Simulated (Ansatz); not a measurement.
B20 (FeSi-type) FeSi was calculated with LDA in Ansatz (PAW).

Settings: plane-wave cutoff 520 eV, 8×8×8 k mesh, Fermi–Dirac smearing 0.01 eV, no spin polarisation, scalar-relativistic PAW data made under PBE.

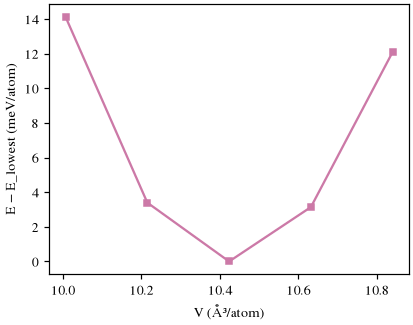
Fig. 1. Total energy against volume

Task: From the curve, estimate the equilibrium volume and the bulk modulus.

Result: V0 ≈ 10.4 Å³/atom and B0 ≈ 250 GPa; the fit gives V0 = 10.424 Å³/atom, B0 = 251 GPa, B′ = 4.8.

Shape and atoms are relaxed at each volume.

Measured, for comparison: bulk modulus 178 GPa (room temperature, not corrected to a static lattice, sources range from 169 to 185; as tabulated in Study of the compressibility of FeSi, MnSi, and CoS2 (JETP Letters), abstract); equilibrium volume per atom 11.26 Å³/atom (temperature not stated, not corrected to a static lattice; as tabulated in Wikipedia's data pages). Computed less measured: bulk modulus +41 % (+36 % to +49 % over the range), equilibrium volume per atom -7.5 %.

Computing time: very roughly 10 core-minutes.

Ansatz is a program for electronic structure.
